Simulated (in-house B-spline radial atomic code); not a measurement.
# Au⁹⁺: ionisation energy by several methods

How far do functionals differ on the ionisation energy of Au⁹⁺? Each run solves Au⁹⁺ and then the next ion ([Xe] 4f14 5d1).

The numbers are computed with in-house B-spline radial atomic code version 1 (non-relativistic, several functionals, spin-polarised, exact exchange averaged over the configuration; spherical all-electron atom at the radial basis limit), except any that are marked as measured or tabulated.

## 1. Starting point

- element: gold (Z = 79)
- charge: +9
- electrons: 70
- configuration: [Xe] 4f14 5d2
- nucleus: point

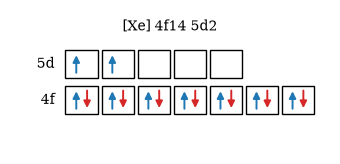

The shells outside the core, filled by Hund's rule for the drawing.

Where spins are not typed, each open shell is filled with up spins first.

## 2. CAM-B3LYP

Input settings:

```ini
Z = 79
electrons = 70.0
configuration = [Xe] 4f14 5d2
hamiltonian = nr
method = camb3lyp
spin_polarised = True
exact_exchange = averaged over the configuration
```

Command:

```
$ python run_scf.py task.json out
```

One command runs all members of the session, one after another, from task.json.

Main fields of the result record, rounded:

```text
{
  "status": "converged",
  "scf [iteration, energy, orbital gradient]": [
    [1, -17827.0381824, 1.02],
    [2, -17834.8949295, 0.995],
    [3, -17848.3061509, 0.106],
    [4, -17848.4514318, 0.036],
    [5, -17848.4614711, 0.00609],
    [6, -17848.4618484, 0.00124],
    [7, -17848.4618642, 0.000254],
    [8, -17848.4618653, 2.85e-05],
    [9, -17848.4618653, 5.44e-07]
  ],
  "energy [hartree]": {"total": -17848.4618653, "kinetic": 17844.6828221, "nuclear": -42118.9952585, "coulomb": 6763.26696655, "exact_exchange": -68.9922853137, "xc": -268.424110216},
  "orbitals [hartree, bohr; first row names the columns]": [
    ["name", "occ", "eps", "<r>", "<r^2>", "<1/r>", "r_max", "density_at_nucleus", "spin_orbit_zeta"],
    ["1s up", 1.0, -2695.4216, 0.019164, 0.00049072, 78.45, 0.012718, 154820.0, "-"],
    ["1s down", 1.0, -2695.4215, 0.019164, 0.00049072, 78.45, 0.012718, 154820.0, "-"],
    ["2s up", 1.0, -455.66689, 0.08071, 0.0076331, 18.468, 0.069123, 17130.0, "-"],
    ["2s down", 1.0, -455.65515, 0.080709, 0.0076331, 18.468, 0.069123, 17130.0, "-"],
    ["2p up", 3.0, -438.20058, 0.068214, 0.0056331, 18.5, 0.05362, "-", 35.687],
    ["2p down", 3.0, -438.19075, 0.068213, 0.005633, 18.5, 0.053619, "-", 35.688],
    ["3s up", 1.0, -111.43041, 0.20364, 0.047234, 7.1583, 0.18886, 3834.9, "-"],
    ["3s down", 1.0, -111.42553, 0.20363, 0.04723, 7.1586, 0.18886, 3835.2, "-"],
    ["3p up", 3.0, -103.19109, 0.19403, 0.043504, 7.1112, 0.17765, "-", 7.7532],
    ["3p down", 3.0, -103.1862, 0.19403, 0.0435, 7.1114, 0.17765, "-", 7.7535],
    ["3d up", 5.0, -87.858704, 0.16949, 0.033531, 7.0405, 0.13959, "-", 1.2469],
    ["3d down", 5.0, -87.850142, 0.16949, 0.033532, 7.0403, 0.1396, "-", 1.2468],
    ["4s up", 1.0, -28.201641, 0.44801, 0.226, 3.1311, 0.421, 951.66, "-"],
    ["4s down", 1.0, -28.19171, 0.44799, 0.22595, 3.1309, 0.42104, 951.34, "-"],
    ["4p up", 3.0, -24.635118, 0.4521, 0.23183, 3.0432, 0.42026, "-", 1.8274],
    ["4p down", 3.0, -24.624104, 0.45205, 0.23175, 3.0431, 0.4203, "-", 1.8268],
    ["4d up", 5.0, -18.08284, 0.45999, 0.24398, 2.8605, 0.41293, "-", 0.25732],
    ["4d down", 5.0, -18.067927, 0.45988, 0.24379, 2.8607, 0.41301, "-", 0.25728],
    ["5s up", 1.0, -8.6212771, 0.98285, 1.0757, 1.3505, 0.91988, 202.15, "-"],
    ["5s down", 1.0, -8.5348479, 0.98084, 1.0719, 1.355, 0.91759, 203.97, "-"],
    ["5p up", 3.0, -7.3826057, 1.0416, 1.2121, 1.2634, 0.96544, "-", 0.35585],
    ["5p down", 3.0, -7.2830625, 1.04, 1.2093, 1.267, 0.96288, "-", 0.35881],
    ["4f up", 7.0, -9.2837272, 0.48177, 0.27804, 2.5234, 0.36962, "-", 0.042622],
    ["4f down", 7.0, -9.2686353, 0.48076, 0.27658, 2.5266, 0.36958, "-", 0.042727],
    ["5d up", 2.0, -5.345356, 1.2002, 1.6206, 1.0779, 1.0884, "-", 0.040071]
  ],
  "sum_r [bohr^k]": {"-1": 533.1518, "1": 29.42966, "2": 21.55759},
  "density_at_nucleus [bohr^-3]": 353877.1,
  "spin_density_at_nucleus [bohr^-3]": -2.08917,
  "mass_velocity [hartree]": -3308.616,
  "darwin [hartree]": 2338.461,
  "radius_at_0.001 [bohr]": 2.462,
  "radius_enclosing_fraction [bohr]": {"0.5": 0.3345, "0.9": 0.9406, "0.99": 1.615},
  "slater [hartree]": {
    "F0(5p up,5p up)": 0.86201,
    "F2(5p up,5p up)": 0.47101,
    "F0(5p up,5p down)": 0.86268,
    "F2(5p up,5p down)": 0.47104,
    "F0(5p up,5d up)": 0.79798,
    "F2(5p up,5d up)": 0.42494,
    "G1(5p up,5d up)": 0.53264,
    "G3(5p up,5d up)": 0.33699,
    "F0(5p down,5p down)": 0.86335,
    "F2(5p down,5p down)": 0.47108,
    "F0(5p down,5d up)": 0.79845,
    "F2(5p down,5d up)": 0.42467,
    "F0(5d up,5d up)": 0.7486,
    "F2(5d up,5d up)": 0.40383,
    "F4(5d up,5d up)": 0.27555
  },
  "ionisation_energy [hartree]": 5.53646309
}
```

Wall time 2.3 s (1 thread, shared host).

The run also solves the next ion with the same method; the record keeps the difference, ionisation_energy. radius_at_0.001 is where the density falls to 0.001 electrons per bohr³.

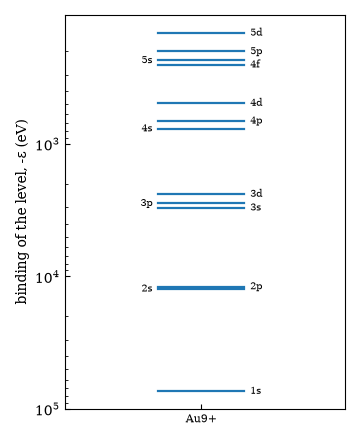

Orbital energies of this run on a logarithmic scale (up spins).

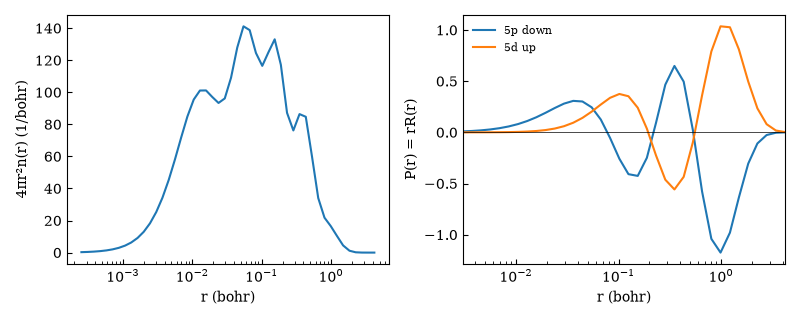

Radial density (left) and the radial functions of 5p down, 5d up (right).

Clear maxima of the radial density (full grid of the record): 0.016, 0.055, 0.15, 0.35 bohr.

## 3. HSE06

Settings: those of step 2 with these lines changed.

```diff
@@ -4,3 +4,3 @@
 hamiltonian = nr
-method = camb3lyp
+method = hse06
 spin_polarised = True
```

Results of the run:

```text
{
  "status": "converged",
  "scf [iteration, energy, orbital gradient]": [
    [1, -17825.6636171, 1.05],
    [2, -17833.3915873, 0.988],
    [3, -17846.9428772, 0.108],
    [4, -17847.0952052, 0.0366],
    [5, -17847.1054204, 0.0063],
    [6, -17847.1058404, 0.00118],
    [7, -17847.1058547, 0.000284],
    [8, -17847.1058561, 2.5e-05],
    [9, -17847.1058561, 5.63e-07]
  ],
  "energy [hartree]": {"total": -17847.1058561, "kinetic": 17843.080406, "nuclear": -42117.4756937, "coulomb": 6763.46162976, "exact_exchange": -82.0590996504, "xc": -254.11309857},
  "orbitals [hartree, bohr; first row names the columns]": [
    ["name", "occ", "eps", "<r>"],
    ["1s up", 1.0, -2696.3989, 0.019164],
    ["1s down", 1.0, -2696.3989, 0.019164],
    ["2s up", 1.0, -456.06582, 0.080707],
    ["2s down", 1.0, -456.05338, 0.080706],
    ["2p up", 3.0, -438.49654, 0.068223],
    ["2p down", 3.0, -438.48607, 0.068222],
    ["3s up", 1.0, -111.59322, 0.20359],
    ["3s down", 1.0, -111.58831, 0.20358],
    ["3p up", 3.0, -103.31376, 0.19402],
    ["3p down", 3.0, -103.30881, 0.19401],
    ["3d up", 5.0, -87.937874, 0.16951],
    ["3d down", 5.0, -87.928681, 0.16951],
    ["4s up", 1.0, -28.258363, 0.44775],
    ["4s down", 1.0, -28.248648, 0.44774],
    ["4p up", 3.0, -24.66977, 0.4519],
    ["4p down", 3.0, -24.658838, 0.45186],
    ["4d up", 5.0, -18.083748, 0.45986],
    ["4d down", 5.0, -18.068197, 0.45977],
    ["5s up", 1.0, -8.5661428, 0.98327],
    ["5s down", 1.0, -8.4694687, 0.98099],
    ["5p up", 3.0, -7.3195027, 1.0418],
    ["5p down", 3.0, -7.2100007, 1.0402],
    ["4f up", 7.0, -9.2421567, 0.48155],
    ["4f down", 7.0, -9.2272025, 0.48049],
    ["5d up", 2.0, -5.2748754, 1.1986]
  ],
  "sum_r [bohr^k]": {"-1": 533.1326, "1": 29.42214, "2": 21.53576},
  "ionisation_energy [hartree]": 5.53509163
}
```

Wall time 1.9 s (1 thread, shared host).

## 4. LC-ωPBE

Settings: those of step 3 with these lines changed.

```diff
@@ -4,3 +4,3 @@
 hamiltonian = nr
-method = hse06
+method = lc_wpbe
 spin_polarised = True
```

Results of the run:

```text
{
  "status": "converged",
  "scf [iteration, energy, orbital gradient]": [
    [1, -17825.5479563, 1.03],
    [2, -17833.0829011, 1.0],
    [3, -17846.679246, 0.104],
    [4, -17846.8077148, 0.0374],
    [5, -17846.8177266, 0.00529],
    [6, -17846.8180455, 0.000771],
    [7, -17846.8180488, 0.000376],
    [8, -17846.8180509, 3.55e-05],
    [9, -17846.8180509, 7.04e-07]
  ],
  "energy [hartree]": {"total": -17846.8180509, "kinetic": 17842.5978632, "nuclear": -42116.1812239, "coulomb": 6762.4379638, "exact_exchange": -15.2955925372, "xc": -320.377061478},
  "orbitals [hartree, bohr; first row names the columns]": [
    ["name", "occ", "eps", "<r>"],
    ["1s up", 1.0, -2691.2696, 0.019164],
    ["1s down", 1.0, -2691.2698, 0.019164],
    ["2s up", 1.0, -454.02115, 0.080718],
    ["2s down", 1.0, -454.01095, 0.080718],
    ["2p up", 3.0, -436.68736, 0.068213],
    ["2p down", 3.0, -436.67977, 0.068212],
    ["3s up", 1.0, -110.71377, 0.20369],
    ["3s down", 1.0, -110.71006, 0.20369],
    ["3p up", 3.0, -102.55195, 0.19406],
    ["3p down", 3.0, -102.54813, 0.19405],
    ["3d up", 5.0, -87.348709, 0.16948],
    ["3d down", 5.0, -87.341973, 0.16948],
    ["4s up", 1.0, -27.917236, 0.44824],
    ["4s down", 1.0, -27.910425, 0.44822],
    ["4p up", 3.0, -24.393814, 0.45228],
    ["4p down", 3.0, -24.386347, 0.45224],
    ["4d up", 5.0, -17.921321, 0.46007],
    ["4d down", 5.0, -17.911904, 0.45994],
    ["5s up", 1.0, -8.6232882, 0.9831],
    ["5s down", 1.0, -8.5456625, 0.9808],
    ["5p up", 3.0, -7.413009, 1.0411],
    ["5p down", 3.0, -7.32135, 1.0387],
    ["4f up", 7.0, -9.2374005, 0.48226],
    ["4f down", 7.0, -9.2242191, 0.48122],
    ["5d up", 2.0, -5.3968709, 1.1968]
  ],
  "sum_r [bohr^k]": {"-1": 533.1162, "1": 29.42694, "2": 21.539},
  "ionisation_energy [hartree]": 5.53629126
}
```

Wall time 2.1 s (1 thread, shared host).

## 5. B97-1

Settings: those of step 4 with these lines changed.

```diff
@@ -4,3 +4,3 @@
 hamiltonian = nr
-method = lc_wpbe
+method = b97_1
 spin_polarised = True
```

Results of the run:

```text
{
  "status": "converged",
  "scf [iteration, energy, orbital gradient]": [
    [1, -17826.1422487, 1.02],
    [2, -17833.5345644, 1.03],
    [3, -17847.453837, 0.11],
    [4, -17847.594806, 0.0377],
    [5, -17847.6052587, 0.00608],
    [6, -17847.6056817, 0.000708],
    [7, -17847.6056845, 0.000353],
    [8, -17847.6056864, 2.71e-05],
    [9, -17847.6056864, 9.25e-07],
    [10, -17847.6056864, 3.38e-08]
  ],
  "energy [hartree]": {"total": -17847.6056864, "kinetic": 17843.1601463, "nuclear": -42118.0852273, "coulomb": 6763.98994783, "exact_exchange": -69.8185866708, "xc": -266.851966605},
  "orbitals [hartree, bohr; first row names the columns]": [
    ["name", "occ", "eps", "<r>"],
    ["1s up", 1.0, -2695.4275, 0.019165],
    ["1s down", 1.0, -2695.4274, 0.019165],
    ["2s up", 1.0, -455.7336, 0.080713],
    ["2s down", 1.0, -455.72181, 0.080713],
    ["2p up", 3.0, -438.21987, 0.068223],
    ["2p down", 3.0, -438.20987, 0.068222],
    ["3s up", 1.0, -111.43694, 0.20366],
    ["3s down", 1.0, -111.43123, 0.20366],
    ["3p up", 3.0, -103.18133, 0.19407],
    ["3p down", 3.0, -103.17569, 0.19406],
    ["3d up", 5.0, -87.842992, 0.16951],
    ["3d down", 5.0, -87.83384, 0.16951],
    ["4s up", 1.0, -28.14823, 0.44806],
    ["4s down", 1.0, -28.139442, 0.44805],
    ["4p up", 3.0, -24.577725, 0.45215],
    ["4p down", 3.0, -24.567843, 0.45211],
    ["4d up", 5.0, -18.024011, 0.45997],
    ["4d down", 5.0, -18.00998, 0.45986],
    ["5s up", 1.0, -8.5527645, 0.98244],
    ["5s down", 1.0, -8.4619656, 0.9809],
    ["5p up", 3.0, -7.3146048, 1.0405],
    ["5p down", 3.0, -7.2136077, 1.0402],
    ["4f up", 7.0, -9.2210062, 0.4816],
    ["4f down", 7.0, -9.2067431, 0.48058],
    ["5d up", 2.0, -5.2746584, 1.1957]
  ],
  "sum_r [bohr^k]": {"-1": 533.1403, "1": 29.41616, "2": 21.519},
  "ionisation_energy [hartree]": 5.53459136
}
```

Wall time 0.75 s (1 thread, shared host).

## 6. BHandHLYP

Settings: those of step 5 with these lines changed.

```diff
@@ -4,3 +4,3 @@
 hamiltonian = nr
-method = b97_1
+method = bhandhlyp
 spin_polarised = True
```

Results of the run:

```text
{
  "status": "converged",
  "scf [iteration, energy, orbital gradient]": [
    [1, -17826.3196779, 1.05],
    [2, -17835.9183101, 0.936],
    [3, -17847.7319608, 0.105],
    [4, -17847.9270371, 0.0363],
    [5, -17847.9364141, 0.00588],
    [6, -17847.9369045, 0.00388],
    [7, -17847.9370851, 0.000278],
    [8, -17847.9370858, 3.83e-05],
    [9, -17847.9370858, 9.58e-07],
    [10, -17847.9370858, 7.7e-08]
  ],
  "energy [hartree]": {"total": -17847.9370858, "kinetic": 17844.4505579, "nuclear": -42119.4313061, "coulomb": 6763.91849551, "exact_exchange": -166.265250499, "xc": -170.609582625},
  "orbitals [hartree, bohr; first row names the columns]": [
    ["name", "occ", "eps", "<r>"],
    ["1s up", 1.0, -2701.9296, 0.019164],
    ["1s down", 1.0, -2701.9295, 0.019164],
    ["2s up", 1.0, -458.39287, 0.080695],
    ["2s down", 1.0, -458.37823, 0.080695],
    ["2p up", 3.0, -440.6183, 0.068228],
    ["2p down", 3.0, -440.60489, 0.068227],
    ["3s up", 1.0, -112.72318, 0.2035],
    ["3s down", 1.0, -112.71697, 0.20349],
    ["3p up", 3.0, -104.33346, 0.19398],
    ["3p down", 3.0, -104.32731, 0.19397],
    ["3d up", 5.0, -88.785935, 0.16953],
    ["3d down", 5.0, -88.774339, 0.16954],
    ["4s up", 1.0, -28.836147, 0.44739],
    ["4s down", 1.0, -28.82325, 0.44738],
    ["4p up", 3.0, -25.186295, 0.45161],
    ["4p down", 3.0, -25.171591, 0.45158],
    ["4d up", 5.0, -18.490461, 0.45978],
    ["4d down", 5.0, -18.468584, 0.45973],
    ["5s up", 1.0, -8.76288, 0.98438],
    ["5s down", 1.0, -8.6501092, 0.98216],
    ["5p up", 3.0, -7.4627524, 1.043],
    ["5p down", 3.0, -7.3287005, 1.0417],
    ["4f up", 7.0, -9.4884022, 0.48092],
    ["4f down", 7.0, -9.4714952, 0.4798],
    ["5d up", 2.0, -5.3754064, 1.201]
  ],
  "sum_r [bohr^k]": {"-1": 533.1574, "1": 29.42476, "2": 21.55362},
  "ionisation_energy [hartree]": 5.53380528
}
```

It took 0.7 s on 1 thread, shared host.

## 7. r2SCAN0

Settings: those of step 6 with these lines changed.

```diff
@@ -4,3 +4,3 @@
 hamiltonian = nr
-method = bhandhlyp
+method = r2scan0
 spin_polarised = True
```

Results of the run:

```text
{
  "status": "converged",
  "scf [iteration, energy, orbital gradient]": [
    [1, -17847.9122192, 0.179],
    [2, -17847.9268417, 0.00308],
    [3, -17847.9269542, 0.00182],
    [4, -17847.9269596, 0.000839],
    [5, -17847.9269609, 8.06e-05],
    [6, -17847.9269609, 7.13e-06],
    [7, -17847.9269609, 5.89e-07]
  ],
  "energy [hartree]": {"total": -17847.9269609, "kinetic": 17843.9008129, "nuclear": -42118.5985402, "coulomb": 6763.77929114, "exact_exchange": -83.1319510066, "xc": -253.876573763},
  "orbitals [hartree, bohr; first row names the columns]": [
    ["name", "occ", "eps", "<r>"],
    ["1s up", 1.0, -2698.7392, 0.019166],
    ["1s down", 1.0, -2698.7393, 0.019166],
    ["2s up", 1.0, -457.20429, 0.080703],
    ["2s down", 1.0, -457.18774, 0.080703],
    ["2p up", 3.0, -439.46451, 0.068233],
    ["2p down", 3.0, -439.45129, 0.068232],
    ["3s up", 1.0, -112.12006, 0.20346],
    ["3s down", 1.0, -112.11601, 0.20345],
    ["3p up", 3.0, -103.76334, 0.19396],
    ["3p down", 3.0, -103.75876, 0.19395],
    ["3d up", 5.0, -88.252613, 0.16955],
    ["3d down", 5.0, -88.241856, 0.16956],
    ["4s up", 1.0, -28.554657, 0.44732],
    ["4s down", 1.0, -28.544248, 0.44734],
    ["4p up", 3.0, -24.911761, 0.45163],
    ["4p down", 3.0, -24.899573, 0.45162],
    ["4d up", 5.0, -18.235432, 0.45988],
    ["4d down", 5.0, -18.217474, 0.4598],
    ["5s up", 1.0, -8.6510303, 0.98417],
    ["5s down", 1.0, -8.5465946, 0.98132],
    ["5p up", 3.0, -7.3825737, 1.0421],
    ["5p down", 3.0, -7.2628544, 1.0389],
    ["4f up", 7.0, -9.2978941, 0.48159],
    ["4f down", 7.0, -9.2799076, 0.48045],
    ["5d up", 2.0, -5.2962595, 1.1957]
  ],
  "sum_r [bohr^k]": {"-1": 533.1468, "1": 29.41255, "2": 21.50856},
  "ionisation_energy [hartree]": 5.53819249
}
```

Run time: 0.84 s. Hardware: 1 thread, shared host.

Meta-GGA runs start from a PBE run whose iterations are not counted.

## 8. All methods side by side

| method | rung | total energy (hartree) | ΔSCF (eV) | −ε highest (eV) | ΔSCF less tabulated (eV) |
| --- | --- | --- | --- | --- | --- |
| B97-1 | global hybrid | -17847.6057 | 150.60 | 143.53 (5d up) | +1.60 |
| BHandHLYP | global hybrid | -17847.9371 | 150.58 | 146.27 (5d up) | +1.58 |
| r2SCAN0 | global hybrid | -17847.9270 | 150.70 | 144.12 (5d up) | +1.70 |
| CAM-B3LYP | range-separated hybrid | -17848.4619 | 150.65 | 145.45 (5d up) | +1.65 |
| HSE06 | range-separated hybrid | -17847.1059 | 150.62 | 143.54 (5d up) | +1.62 |
| LC-ωPBE | range-separated hybrid | -17846.8181 | 150.65 | 146.86 (5d up) | +1.65 |

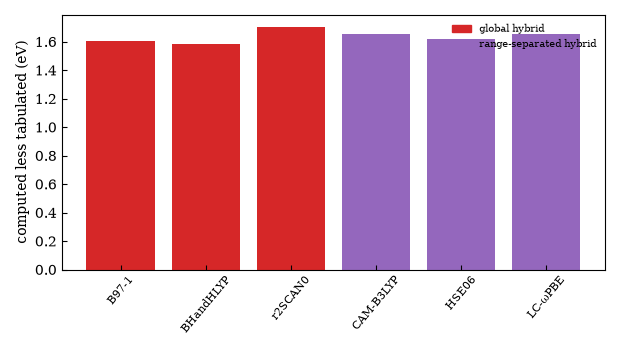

Error of each method against the tabulated value; one colour a rung.

Tables give 149 ± 2.2 eV (tabulated theoretical; NIST Atomic Spectra Database) for the ionisation energy. BHandHLYP misses by +1.58 eV, the least, and r2SCAN0 by +1.70 eV (1.1 %), the most. The table's own uncertainty is as large as these misses, so the order means little. All methods miss on the same side by much the same amount, which points to something that they share. These runs lack relativity altogether, which can outweigh the gaps between the methods, so the nearest may be so by luck. These runs leave out relativity, which matters at this nuclear charge. Open shells are averaged (over orientations, and over spins where the run is restricted), while tables refer to the lowest levels.

Cost against accuracy (CPU time on one thread of a shared host; * marks runs that also wrote radial tables):

| method | CPU time | miss (eV) |
| --- | --- | --- |
| BHandHLYP | 0.7 s | +1.58 |
| B97-1* | 0.75 s | +1.60 |
| r2SCAN0 | 0.84 s | +1.70 |
| HSE06* | 1.9 s | +1.62 |
| LC-ωPBE* | 2.1 s | +1.65 |
| CAM-B3LYP* | 2.3 s | +1.65 |
